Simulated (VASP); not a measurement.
Band structure of SiRu (space group P2_13). All values below come from PBE GGA, VASP's PBE PAW potentials (set 64) (plane waves; VASP).

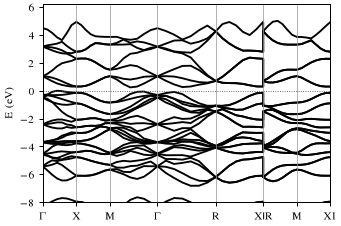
Bands along high-symmetry lines, zero at the valence-band maximum or, without a gap, the Fermi level

Question: Read the plot: is there a gap, and where are the band edges?

Answer: The gap is indirect, 0.23 eV, from the valence maximum at Γ-X at 0.43 to the conduction minimum at (0.25, 0.25, 0.00).

The structure comes from a computed database's SiRu entry; how it stands against other phases isn't given here. The cell was not relaxed at this level.
